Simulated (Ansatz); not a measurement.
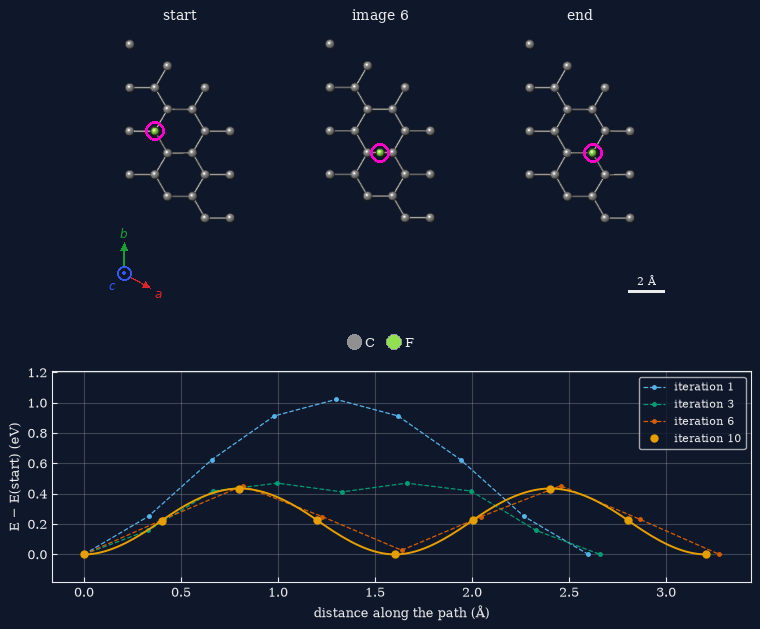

A search for the minimum-energy path of F on graphene monolayer (19 atoms in the cell) by the nudged elastic band. Images are numbered from 0 (start) to 8 (end). The plot follows the band through its iterations. Style: ball-and-stick. Shown: the simulation cell, with the vacuum cut short (origin moved), along the c axis. The moving atom is ringed, with any periodic copies. Bonds to atoms that aren't drawn are left out.

Theory: Ansatz 0.2.0, DFT LDA, scalar-relativistic, plane waves, PAW. Settings: plane-wave cutoff 420 eV; k-point mesh 2 × 2 × 1; Fermi-Dirac smearing 0.05 eV; spin collinear; 7 movable images; climbing image; force threshold 0.03 eV/Å; iteration limit 46; starting path by image-dependent pair potential.

Q: Did the band converge, and can the barrier be trusted?

A: The run is converged, with reservations. The band converged in 10 iterations. The climbing image converged on the top of the path. A check of its curvatures found one unstable direction (−2.7 eV/Å²), as a transition state must have. The first iteration put the highest image at 1.02 eV. The two ends have the same energy, and the highest point, image 6, lies 0.43 eV above the start. The profile has 2 maxima (images 2, 6) with a dip at image 4 (0.00 eV), so the process runs in steps.

Limits of the set-up: the k-point mesh is coarse for a cell with partly filled bands; the periodic images lie only 7.4 Å apart, so the values are limited by the cell's size.

The run took 6.1 min on 2 threads of Intel(R) Xeon(R) Platinum 8488C (Sapphire Rapids) (shared host), peak memory 1.7 GiB.
